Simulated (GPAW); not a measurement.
**In2O3 (R-3c): G0W0 with GPAW, start to end**

How does a plane-wave GW calculation on In2O3 (R-3c) run from the first input to the gap?

Main program and level: GPAW 26.7.0; LDA and many-body steps on it, plane waves.

**What was measured.**

- Gap 3.08 eV: optical gap from linear extrapolation of the absorption edge; UV-visible absorption, Tauc-type extrapolation; powder (hydrothermally grown microspheres, annealed at 400 C) (“Fabrication and performance enhancement of an In2O3/BiVO4 heterojunction for N-butanol gas sensing applications”, 2024, pmc:11650617).

## Step 1: The starting structure

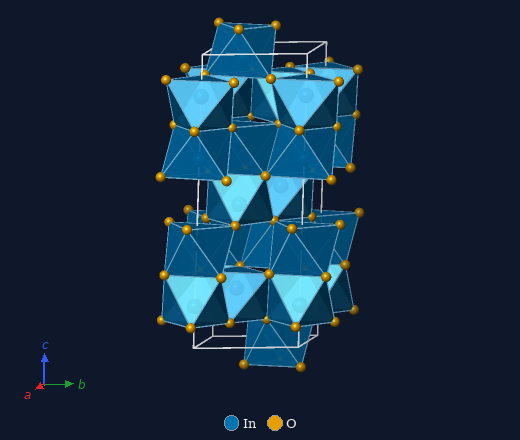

Start, viewed slightly off an axis; indium blue, oxygen orange. This picture shows the conventional cell, with its axes. Some periodic images of atoms are drawn too.

The cell and positions come from the Crystallography Open Database and are kept as given unless a step says otherwise. This is not the form that In2O3 usually takes at ambient conditions.

## Step 2: Ground state

This step: GPAW 26.7.0; DFT, LDA, plane waves, PAW.

The ground-state density comes first.

File run.py:

```python
import json
import numpy as np
from gpaw.mpi import world
from ase import Atoms
from gpaw import GPAW, PW, FermiDirac

atoms = Atoms(['In', 'In', 'In', 'In', 'O', 'O', 'O', 'O', 'O', 'O'],
    cell=[[2.7435000000, 1.5839604635, 4.8366666667],
      [-2.7435000000, 1.5839604635, 4.8366666667],
      [0.0000000000, -3.1679209270, 4.8366666667]],
    scaled_positions=[[0.3573100000, 0.3573100000, 0.3573100000],
      [0.1426900000, 0.1426900000, 0.1426900000],
      [0.6426900000, 0.6426900000, 0.6426900000],
      [0.8573100000, 0.8573100000, 0.8573100000],
      [0.5480000000, 0.9520000000, 0.2500000000],
      [0.2500000000, 0.5480000000, 0.9520000000],
      [0.9520000000, 0.2500000000, 0.5480000000],
      [0.4520000000, 0.0480000000, 0.7500000000],
      [0.7500000000, 0.4520000000, 0.0480000000],
      [0.0480000000, 0.7500000000, 0.4520000000]],
    pbc=(True, True, True))
calc = GPAW(mode=PW(600),
    xc='LDA',
    kpts={'size': (6, 6, 6), 'gamma': True},
    occupations=FermiDirac(0.001),
    nbands=-11,
    convergence={'density': 1e-6, 'bands': -3},
    maxiter=100,
    txt='gs.txt')
atoms.calc = calc
res = {'energy': atoms.get_potential_energy()}
kpts = calc.get_ibz_k_points()
res['kpts'] = kpts
res['eigenvalues'] = [calc.get_eigenvalues(kpt=k) for k in range(len(kpts))]
res['n_electrons'] = calc.get_number_of_electrons()
calc.write('gs.gpw')

if world.rank == 0:
    with open('result.json', 'w') as f:
        json.dump(res, f, default=lambda x: x.tolist())
```

The run is started by

```
$ mpirun -n 8 gpaw python run.py
```

Numbers of over 12 decimals in the logs are rounded to 6 here.

The program printed:

```text
__  _  _
 | _ |_)|_||  |
 |__||  | ||/\| - 26.7.0

Input parameters:
  mode=PW(ecut=600.0),
  convergence={'density': 1e-06, 'bands': -3},
  kpts=MonkhorstPack(size=(6, 6, 6), gamma=True),
  maxiter=100,
  nbands=-11,
  occupations=Occupations(name='fermi-dirac', width=0.001, fixmagmom=False),
  xc=XC(name='LDA')
  [... matrices ...]
Diagonalizing LCAO Hamiltonian
Converting LCAO to pw mode

             In

           O In
                  O
          O
                O
        O
             InO

             In

Atoms  # Å, Bohr magnetons
|   | symbol |         x |         y |         z |    initial magnetic moments |
| 0 |     In | -0.000000 | -0.000000 |  5.184568 | ( 0.0000,  0.0000,  0.0000) |
| 1 |     In |  0.000000 | -0.000000 |  2.070432 | ( 0.0000,  0.0000,  0.0000) |
| 2 |     In | -0.000000 |  0.000000 |  9.325432 | ( 0.0000,  0.0000,  0.0000) |
| 3 |     In |  0.000000 | -0.000000 | 12.439568 | ( 0.0000,  0.0000,  0.0000) |
| 4 |      O | -1.108374 |  1.583960 |  8.464167 | ( 0.0000,  0.0000,  0.0000) |
| 5 |      O | -0.817563 | -1.751860 |  8.464167 | ( 0.0000,  0.0000,  0.0000) |
| 6 |      O |  1.925937 |  0.167900 |  8.464167 | ( 0.0000,  0.0000,  0.0000) |
| 7 |      O |  1.108374 | -1.583960 |  6.045833 | ( 0.0000,  0.0000,  0.0000) |
| 8 |      O |  0.817563 |  1.751860 |  6.045833 | ( 0.0000,  0.0000,  0.0000) |
| 9 |      O | -1.925937 | -0.167900 |  6.045833 | ( 0.0000,  0.0000,  0.0000) |

Unit cell  # Å
| periodic |         x |         y |        z |  lengths |    angles |
|      yes |  2.743500 |  1.583960 | 4.836667 | 5.781788 | 56.654541 |
|      yes | -2.743500 |  1.583960 | 4.836667 | 5.781788 | 56.654541 |
|      yes |  0.000000 | -3.167921 | 4.836667 | 5.781788 | 56.654541 |

Number of symmetries: 6
Symmetry operations  # r_c * U_cc + t_c -> r_c
|   | kind |            matrix            |
| 0 |  E   |  1, 0, 0,  0, 1, 0,  0, 0, 1 |
| 1 |  C3  |  0, 1, 0,  0, 0, 1,  1, 0, 0 |
| 2 |  C3  |  0, 0, 1,  1, 0, 0,  0, 1, 0 |
| 3 |  S6  |  0, 0,-1, -1, 0, 0,  0,-1, 0 |
| 4 |  S6  |  0,-1, 0,  0, 0,-1, -1, 0, 0 |
| 5 |  i   | -1, 0, 0,  0,-1, 0,  0, 0,-1 |

BZ-sampling:
  Number of BZ points: 216
  Number of IBZ points: 40

  Monkhorst-Pack size: [6, 6, 6]
  Monkhorst-Pack shift: [0.083333, 0.083333, 0.083333]

K-points  # in reciprocal-cell coordinates
|     |                                coordinates |     weight |
|   0 | (  0.00000000,   0.00000000,   0.00000000) | 0.00462963 |
|   1 | (  0.16666667,   0.00000000,  -0.16666667) | 0.02777778 |
|   2 | (  0.16666667,   0.00000000,   0.00000000) | 0.02777778 |
|   3 | (  0.16666667,   0.16666667,  -0.16666667) | 0.02777778 |
|   4 | (  0.16666667,   0.16666667,   0.00000000) | 0.02777778 |
|   5 | (  0.16666667,   0.16666667,   0.16666667) | 0.00925926 |
|   6 | (  0.33333333,  -0.16666667,  -0.33333333) | 0.02777778 |
|   7 | (  0.33333333,  -0.16666667,  -0.16666667) | 0.02777778 |
|   8 | (  0.33333333,  -0.16666667,   0.00000000) | 0.02777778 |
|   9 | (  0.33333333,  -0.16666667,   0.16666667) | 0.02777778 |
| ... |                                            |            |
|  39 | (  0.50000000,   0.50000000,   0.50000000) | 0.00462963 |

Plane wave coefficients: 4227
Cutoff: 600.0 eV

Spin-components: 1 (collinear spins)
Bands:           55
Projectors:      54
Spin-degeneracy: 2
Datatype:        complex128

  Storage: CPU
  Wave functions: 147_030_400 bytes (18_378_800 per core)
  Projectors: 80_198_400 bytes (10_024_800 per core)
  [... matrices ...]
Parallelization:
  kpt:    8
  domain: 1
  band:   1

Density:
  Valence electrons: 88.0
  Components: 1
  Grid points: [35 35 35]
  Charge: 0.0  # |e|

Potential:
  Grid points: [35 35 35]

species:
  In:
    name:    Indium
    Z:       49.0
    valence: 13
    core:    36
    charge:  0.0  # [|e|]
    compensation charges:
      type: gauss
      rc: 0.36  # [Å]
      lmax: 2
    cutoffs:
      filter: 2.09  # [Å]
      core: 2.48  # [Å]
    projectors
    | kind |    occ | energy [eV] | rcut [Å] |
    |   5s |  2.000 |      -8.474 |    1.185 |
    |   5p |  1.000 |      -2.700 |    1.244 |
    |   4d | 10.000 |     -18.723 |    1.148 |
    |    s |        |      18.738 |    1.185 |
    |    p |        |      24.512 |    1.244 |
    |    d |        |       8.489 |    1.148 |

    Using partial waves for In as LCAO basis

  O:
    name:    Oxygen
    Z:       8.0
    valence: 6
    core:    2
    charge:  0.0  # [|e|]
    compensation charges:
      type: gauss
      rc: 0.21  # [Å]
      lmax: 2
    cutoffs:
      filter: 1.17  # [Å]
      core: 0.83  # [Å]
    projectors
    | kind |    occ | energy [eV] | rcut [Å] |
    |   2s |  2.000 |     -23.752 |    0.688 |
    |   2p |  4.000 |      -9.195 |    0.598 |
    |    s |        |       3.459 |    0.688 |
    |    p |        |      18.016 |    0.598 |
    |    d |        |       0.000 |    0.619 |

    Using partial waves for O as LCAO basis

Reference energy: -651504.610097  # eV

eigensolver:
  PPCG
  Converge bands: -3
  niter=2

density mixing:
  MSR1-Mixer
  Pratt-step length: 0.05
  Maximum mixing coefficient: 0.75
  Old densities: 10
  SVD Regularization: 0.005
  Good broyden scale: 1.0
  Trust region scale: 1.0
  Backstep threshold: 4.0
  History deletion threshold: 6.0
  Fourier metric: weight=20.0, sigma=0.015

occupation numbers:
  Fermi-Dirac:
    width: 0.0010  # eV

poisson solver:
  ecut: 4800.0  # eV

xc functional:
  name: None

Initialization done in: 2.657 s

convergence criteria:
- Maximum integral of absolute [dens]ity change: 1e-06 electrons / valence electron
- Maximum [total energy] change in last 3 cyles: 0.0005 eV / valence electron
- Maximum integral of absolute [eigenst]ate change: 4e-08 eV^2 / valence electron
maximum number of iterations: 100

SCF iterations
|iter     |     time |      energy | eigst |  dens |
|iter:   1|  |  -74.239671 | +0.30 |       |
|iter:   2|  |  -71.838211 | -0.78 | -0.92 |
|iter:   3|  |  -65.674598 | -0.14 | -0.97 |
|iter:   4|  |  -65.602722 | -1.45 | -1.50 |
|iter:   5|  |  -65.576564 | -2.02 | -1.80 |
|iter:   6|  |  -65.576275c| -2.58 | -2.69 |
|iter:   7|  |  -65.576327c| -2.98 | -3.31 |
|iter:   8|  |  -65.576327c| -3.30 | -4.00 |
|iter:   9|  |  -65.576327c| -3.58 | -4.79 |
|iter:  10|  |  -65.576327c| -3.92 | -5.51 |
|iter:  11|  |  -65.576327c| -4.21 | -5.92 |
|iter:  12|  |  -65.576327c| -4.48 | -6.37c|
|iter:  13|  |  -65.576327c| -4.73 | -7.09c|
|iter:  14|  |  -65.576327c| -4.96 | -7.64c|
|iter:  15|  |  -65.576327c| -5.23 | -8.28c|
|iter:  16|  |  -65.576327c| -5.57 | -8.68c|
|iter:  17|  |  -65.576327c| -5.87 | -9.08c|
|iter:  18|  |  -65.576327c| -6.15 |-10.00c|
|iter:  19|  |  -65.576327c| -6.41 |-10.44c|
|iter:  20|  |  -65.576327c| -6.73 |-10.59c|
|iter:  21|  |  -65.576327c| -6.97 |-11.08c|
|iter:  22|  |  -65.576327c| -7.26 |-11.16c|
|iter:  23|  |  -65.576327c| -7.57c|-11.57c|

Converged in 23 steps
SCF loop duration: 60.121 s (2.614 s/step)
Energy contributions relative to reference atoms: (reference = -651504.610097)
  [... matrices ...]
Energy contributions:
  Kinetic:         134.815383
  Coulomb:        -121.954209
  Zero:              0.476901
  External:          0.000000
  Xc:              -78.914403
  Entropy:          -0.000000
  Spinorbit:         0.000000
  ----------------------------
  Free energy:     -65.576327
  Extrapolated:    -65.576327

dipole moment: (0.000000, -0.000000, 0.000006)  # |e|*Ang

Fermi level: 5.481
Eigenvalues  # (at kpt = [0.000, 0.000, 0.000])
| band index |      eig [eV] | occ [0-2] |
|          0 |       -12.133 |     2.000 |
|        ... |               |           |
|         36 |         4.478 |     2.000 |
|         37 |         4.785 |     2.000 |
|         38 |         4.917 |     2.000 |
|         39 |         4.917 |     2.000 |
|         40 |         5.016 |     2.000 |
|         41 |         5.016 |     2.000 |
|         42 |         5.261 |     2.000 |
|         43 |         5.261 |     2.000 |
|         44 |         6.478 |     0.000 |
[...]
|         48 |        14.305 |     0.000 |
|         49 |        14.319 |     0.000 |
|         50 |        14.319 |     0.000 |
|         51 |        14.597 |     0.000 |
|        ... |               |           |
|         54 |        15.572 |     0.000 |

Gap: 1.182 eV
Transition (v -> c):
  (s=0, k=12, n=43, [0.33, 0.00, 0.00]) -> (s=0, k=0, n=44, [0.00, 0.00, 0.00])
Direct/indirect transitions are different
Direct gap: 1.217 eV
Transition at: (s=0, k=0, n=43, [0.00, 0.00, 0.00])
# Writing to gs.gpw (mode='')
  [... matrices ...]
```

The job ended after 64 s (8 MPI ranks of Arm Neoverse V2, shared host; peak memory 2.2 GiB; 8.6 min of CPU time).

This step gave:

- total energy: -65.5763 eV
- gap: 1.182 eV
- k of the valence top: 0.3333, 0, 0
- k of the conduction bottom: 0, 0, 0
- least direct gap: 1.217 eV

The gap is indirect, with the least direct gap 0.04 eV higher.

## Step 3: Bands along the symmetry lines

The cheap functional maps the bands first; the places of the edges decide which points the dearer methods must see.

File run.py:

```python
import json
import numpy as np
from gpaw.mpi import world
from gpaw import GPAW

path = [[0.000000, 0.000000, 0.000000],
    [0.062500, 0.062500, 0.062500],
    [0.125000, 0.125000, 0.125000],
    [0.187500, 0.187500, 0.187500],
    [0.250000, 0.250000, 0.250000],
    [0.312500, 0.312500, 0.312500],
    [0.375000, 0.375000, 0.375000],
    [0.437500, 0.437500, 0.437500],
    [0.500000, 0.500000, 0.500000],
    [0.532729, 0.467271, 0.500000],
    [0.565458, 0.434542, 0.500000],
    [0.598188, 0.401812, 0.500000],
    [0.630917, 0.369083, 0.500000],
    [0.663646, 0.336354, 0.500000],
    [0.696375, 0.303625, 0.500000],
    [0.729104, 0.270896, 0.500000],
    [0.761833, 0.238167, 0.500000],
    [0.500000, -0.238167, 0.238167],
    [0.500000, -0.208396, 0.208396],
    [0.500000, -0.178625, 0.178625],
    [0.500000, -0.148854, 0.148854],
    [0.500000, -0.119083, 0.119083],
    [0.500000, -0.089312, 0.089312],
    [0.500000, -0.059542, 0.059542],
    [0.500000, -0.029771, 0.029771],
    [0.500000, 0.000000, 0.000000],
    [0.437500, 0.000000, 0.000000],
    [0.375000, 0.000000, 0.000000],
    [0.312500, 0.000000, 0.000000],
    [0.250000, 0.000000, 0.000000],
    [0.187500, 0.000000, 0.000000],
    [0.125000, 0.000000, 0.000000],
    [0.062500, 0.000000, 0.000000],
    [0.000000, 0.000000, 0.000000],
    [0.046135, -0.046135, 0.000000],
    [0.092271, -0.092271, 0.000000],
    [0.138406, -0.138406, 0.000000],
    [0.184542, -0.184542, 0.000000],
    [0.230677, -0.230677, 0.000000],
    [0.276812, -0.276812, 0.000000],
    [0.322948, -0.322948, 0.000000],
    [0.369083, -0.369083, 0.000000],
    [0.630917, 0.000000, 0.369083],
    [0.614552, 0.000000, 0.385448],
    [0.598188, 0.000000, 0.401812],
    [0.581823, 0.000000, 0.418177],
    [0.565458, 0.000000, 0.434542],
    [0.549094, 0.000000, 0.450906],
    [0.532729, 0.000000, 0.467271],
    [0.516365, 0.000000, 0.483635],
    [0.500000, 0.000000, 0.500000],
    [0.437500, 0.000000, 0.437500],
    [0.375000, 0.000000, 0.375000],
    [0.312500, 0.000000, 0.312500],
    [0.250000, 0.000000, 0.250000],
    [0.187500, 0.000000, 0.187500],
    [0.125000, 0.000000, 0.125000],
    [0.062500, 0.000000, 0.062500],
    [0.000000, 0.000000, 0.000000]]
calc = GPAW('gs.gpw').fixed_density(kpts=path,
    symmetry='off',
    nbands=54,
    convergence={'bands': 50},
    txt='bands.txt')
res = {}
kpts = calc.get_ibz_k_points()
res['kpts'] = kpts
res['eigenvalues'] = [calc.get_eigenvalues(kpt=k) for k in range(len(kpts))]
res['n_electrons'] = calc.get_number_of_electrons()

if world.rank == 0:
    with open('result.json', 'w') as f:
        json.dump(res, f, default=lambda x: x.tolist())
```

The run is started by

```
$ mpirun -n 8 gpaw python run.py
```

The program printed:

```text
Diagonalizing LCAO Hamiltonian
Converting LCAO to pw mode
convergence criteria:
- Maximum integral of absolute [eigenst]ate change: 4e-08 eV^2 / valence electron
maximum number of iterations: 100

SCF iterations
|iter     |     time |      energy | eigst |  dens |
|iter:   1|  |             | +0.48 |       |
|iter:   2|  |             | -0.94 |       |
|iter:   3|  |             | -1.96 |       |
[...]
|iter:  18|  |             | -6.82 |       |
|iter:  19|  |             | -7.06 |       |
|iter:  20|  |             | -7.41c|       |
SCF steps: 20
  __  _  _
 | _ |_)|_||  |
 |__||  | ||/\| - 26.7.0

Input parameters:
  mode=PW(ecut=600.0),
  convergence={'bands': 50},
  gpts=array([35, 35, 35]),
  kpts=KPoints(kpts=array([[ 0.      ,  0.      ,  0.      ],
         [ 0.0625  ,  0.0625  ,  0.0625  ],
         [ 0.125   ,  0.125   ,  0.125   ],
         [ 0.1875  ,  0.1875  ,  0.1875  ],
[...]
[ 0.532729,  0.467271,  0.5     ],
         [ 0.565458,  0.434542,  0.5     ],
         [ 0.598188,  0.401812,  0.5     ],
[...]
[ 0.5     , -0.238167,  0.238167],
         [ 0.5     , -0.208396,  0.208396],
         [ 0.5     , -0.178625,  0.178625],
[...]
[ 0.5     , -0.059542,  0.059542],
         [ 0.5     , -0.029771,  0.029771],
[...]
[ 0.322948, -0.322948,  0.      ],
         [ 0.369083, -0.369083,  0.      ],
         [ 0.630917,  0.      ,  0.369083],
         [ 0.614552,  0.      ,  0.385448],
         [ 0.598188,  0.      ,  0.401812],
[...]
[ 0.532729,  0.      ,  0.467271],
         [ 0.516365,  0.      ,  0.483635],
[...]
[ 0.125   ,  0.      ,  0.125   ],
         [ 0.0625  ,  0.      ,  0.0625  ],
         [ 0.      ,  0.      ,  0.      ]])),
  maxiter=100,
  nbands=54,
  occupations=Occupations(name='fermi-dirac', width=0.001, fixmagmom=False),
  parallel={},
  symmetry=Symmetry(point_group=False, time_reversal=False),
  xc=XC(name='LDA')
  [... matrices ...]
timing:  # [seconds]
  Total: 0.030  # ━━━━━━━━━━━━━━━━━━━━━━━━━━━━━━━━━━━━━━━━━━━━━━━━━━━━━━━━━━━
```

The job ended after 75 s (8 MPI ranks; peak memory 2.4 GiB).

Numbers from this step:

- gap: 1.180 eV
- k of the valence top: 0.3125, 0, 0
- k of the conduction bottom: 0, 0, 0
- least direct gap: 1.217 eV

The gap is 1.180 eV, −0.002 eV from the run before at this level.

Electronic bands along the path, in eV, zero at the top of the highest filled band:

```
     point  band 41  band 42  band 43  band 44  band 45  band 46  band 47  band 48
         Γ    -0.28    -0.28    -0.04    -0.04     1.18     5.39     6.07     7.16
         T    -0.20    -0.20    -0.20    -0.20     4.31     4.31     7.01     7.01
        H2    -0.35    -0.35    -0.16    -0.16     5.46     5.46     5.79     5.79
jump to H0    -0.35    -0.35    -0.16    -0.16     5.46     5.46     5.79     5.79
         L    -0.78    -0.78    -0.07    -0.07     4.86     4.86     5.72     5.72
         Γ    -0.28    -0.28    -0.04    -0.04     1.18     5.39     6.07     7.16
        S0    -0.46    -0.27    -0.21    -0.07     5.18     5.40     5.62     6.08
jump to S2    -0.46    -0.27    -0.21    -0.07     5.18     5.40     5.62     6.08
         F    -0.56    -0.35    -0.09    -0.04     5.09     5.40     6.34     6.43
         Γ    -0.28    -0.28    -0.04    -0.04     1.18     5.39     6.07     7.16
```

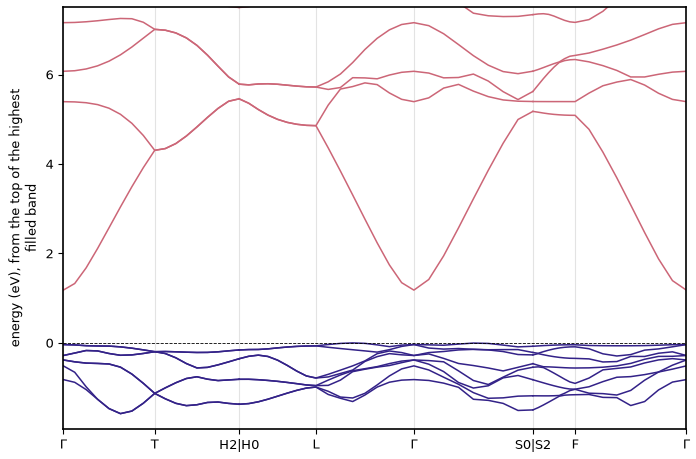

Electronic bands along the path; lines of filled and empty bands in two colours.

## Step 4: Empty states on the mesh, 4×4×4 mesh, 434 bands

The sums over transitions need many empty states on a uniform mesh; this step solves for them.

File run.py:

```python
import json
import numpy as np
from gpaw.mpi import world
from gpaw import GPAW

calc = GPAW('gs.gpw').fixed_density(kpts={'size': (4, 4, 4), 'gamma': True},
    parallel={'domain': 1, 'band': 1},
    txt='nscf.txt')
calc.diagonalize_full_hamiltonian(nbands=434)
calc.write('full.gpw', mode='all')
res = {}
kpts = calc.get_ibz_k_points()
res['kpts'] = kpts
res['eigenvalues'] = [calc.get_eigenvalues(kpt=k) for k in range(len(kpts))]
res['n_electrons'] = calc.get_number_of_electrons()

if world.rank == 0:
    with open('result.json', 'w') as f:
        json.dump(res, f, default=lambda x: x.tolist())
```

The run is started by

```
$ mpirun -n 8 gpaw python run.py
```

The program printed:

```text
Diagonalizing LCAO Hamiltonian
Converting LCAO to pw mode
convergence criteria:
- Maximum integral of absolute [eigenst]ate change: 4e-08 eV^2 / valence electron
maximum number of iterations: 100

SCF iterations
|iter     |     time |      energy | eigst |  dens |
|iter:   1|  |             | +0.57 |       |
|iter:   2|  |             | -0.78 |       |
|iter:   3|  |             | -1.75 |       |
[...]
|iter:  18|  |             | -6.96 |       |
|iter:  19|  |             | -7.21 |       |
|iter:  20|  |             | -7.52c|       |
SCF steps: 20
  __  _  _
 | _ |_)|_||  |
 |__||  | ||/\| - 26.7.0

Input parameters:
  mode=PW(ecut=600.0),
  convergence={'density': 1e-06, 'bands': -3},
  gpts=array([35, 35, 35]),
  kpts=MonkhorstPack(size=(4, 4, 4), gamma=True),
  maxiter=100,
  nbands=55,
  occupations=Occupations(name='fermi-dirac', width=0.001, fixmagmom=False),
  parallel={'domain': 1, 'band': 1},
  xc=XC(name='LDA')
Matrix size: 4177x4177
# Writing to full.gpw (mode='all')
  [... matrices ...]

timing:  # [seconds]
  Total: 132.020  # ━━━━━━━━━━━━━━━━━━━━━━━━━━━━━━━━━━━━━━━━━━━━━━━━━━━━━━━━━
```

Wall time 2.6 min (8 MPI ranks); peak memory 13 GiB; 21 min of CPU time.

This step gave:

* gap: 1.190 eV
* k of the valence top: 0.25, 0, 0
* k of the conduction bottom: 0, 0, 0
* least direct gap: 1.217 eV
* k points computed: 14
* lowest point of the top converged band, above the valence top: 112.4835 eV

On this mesh the gap is 1.190 eV.

(Part 1 of 2 ends here.)

[Paths, hosts, dates, memory and timing lines, banners, echoed tables and standing remarks are left out of the program output.]

[Logs are printed without paths, hosts, clocks, repeated set-up lines and the standing remarks that a program may print on its own settings, such as how far it seeks lower states.]

[Runs of the session that timed out or met a known fault of the program may be left out.]

[Hosts, paths, dates, database ids (printed as entryN), source tags and the programs' standing remarks are cut or masked in the printed files.]
